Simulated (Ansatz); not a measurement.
Cl₂H₂OTi···HCl

```yaml
atoms:
  - { symbol: Ti, position_ang: [-0.3727, -0.1916, 0.4504] }
  - { symbol: Cl, position_ang: [0.7750, 1.2899, -2.9932] }
  - { symbol: Cl, position_ang: [-1.7792, -1.2608, -0.8548] }
  - { symbol: Cl, position_ang: [-0.8364, 1.9238, 0.7899] }
  - { symbol: O, position_ang: [-0.1824, -1.0380, 1.9671] }
  - { symbol: H, position_ang: [1.3006, 0.6064, -1.9945] }
  - { symbol: H, position_ang: [1.3349, -0.2998, -0.3050] }
  - { symbol: H, position_ang: [-0.2398, -1.0299, 2.9401] }
```

Not at a stationary point (largest force 1.1 eV/Å).

Computed with RKS revPBE/def2-SVP in Ansatz.

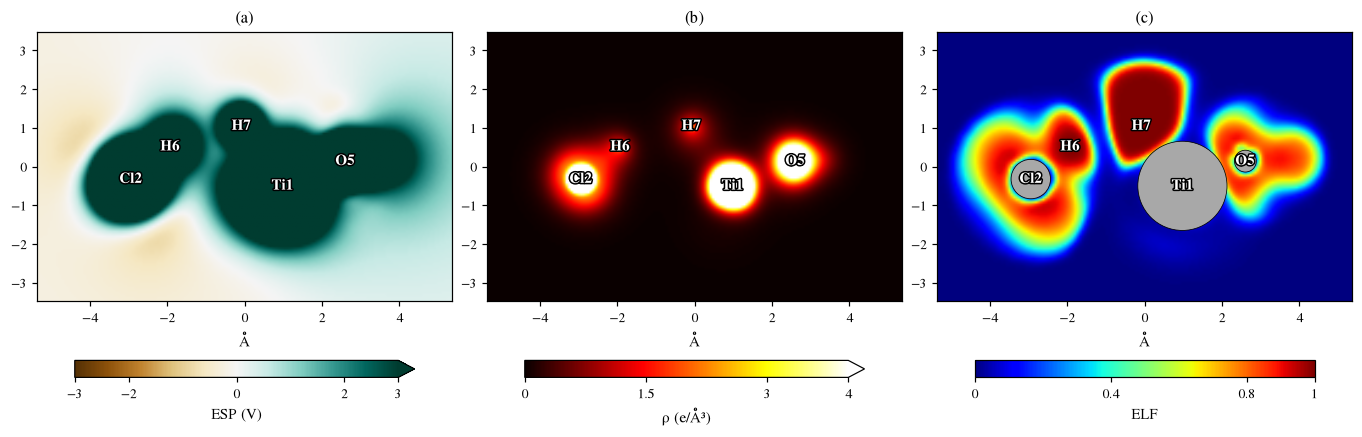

Figure 1. (a) electrostatic potential; (b) electron density; (c) ELF on the plane of atoms O5, Ti1 and H7. Grey discs cover the atomic cores in the ELF map.

### What does the map show?

The plane passes through Ti, Cl, O and H nuclei.
H6···H7 (1.92 Å): the density falls to about 0.11 e/Å³ on the way; the ELF dips to about 0.15 between them.
Ti–O (1.75 Å): ρ at the midpoint is about 1.1 e/Å³; the ELF peaks at about 0.80 in the valence shell of O, 0.5 Å from its nucleus, and drops to about 0.20 between the two atoms.
Cl–H (1.32 Å): ρ at the midpoint is about 1.8 e/Å³; the ELF climbs to about 1 towards the hydrogen, as it does in any bond to H.
Ti–H (1.87 Å): the density is about 0.7 e/Å³ at the midpoint; the ELF climbs to about 1 towards the hydrogen.
The ELF also peaks beside Cl2, away from the bonds: lone-pair regions.
Outside the dense part of the complex the potential is most negative (−0.8 V) near Cl2.

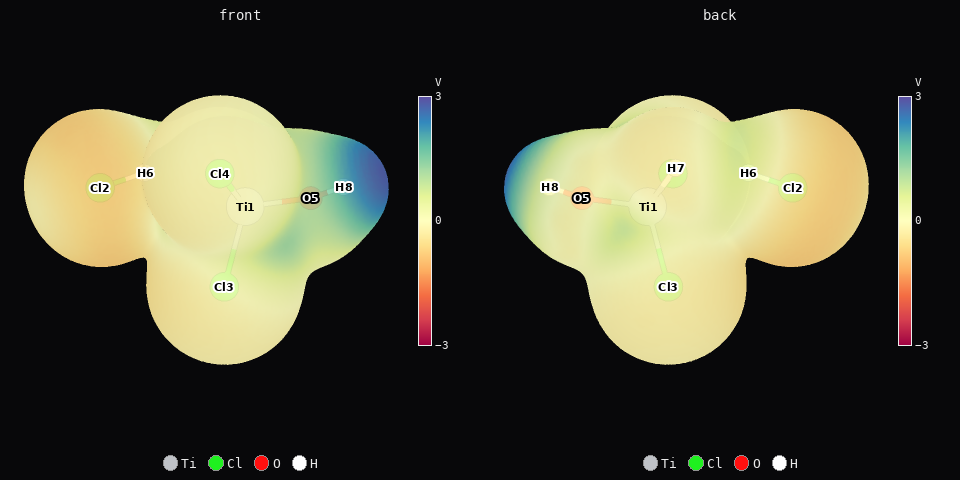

Figure 2. The electrostatic potential painted on the density surface at 0.001 e/bohr³, seen from the front and from behind; the colour scale runs from red (negative) to blue (positive).

### Which sites attract a positive test charge, and which a negative one?

A positive charge is drawn to the negative regions and a negative charge to the positive ones. The most negative region (about −0.8 V) lies over Cl2, the most positive (about +2.8 V) over H8.

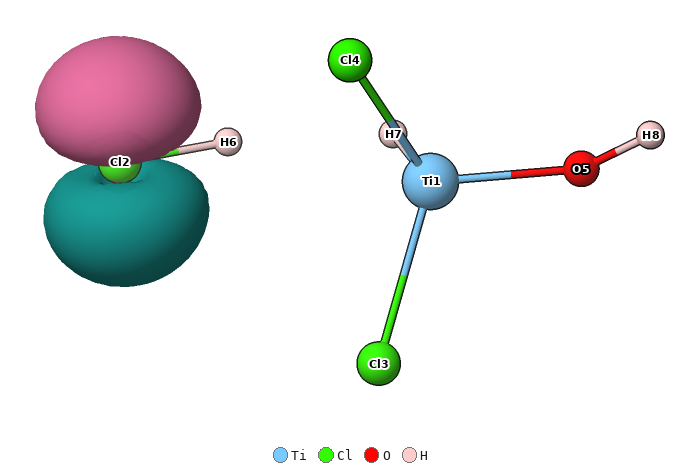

Figure 3. The HOMO−1 at ±0.2 Å⁻³ᐟ² (teal and pink are the two phases), seen at a tilt.

### Where does this orbital lie, and at what energy?

It lies mainly on Cl2 (about 95 %); largely a lone pair of Cl2. Its energy is −7.11 eV.
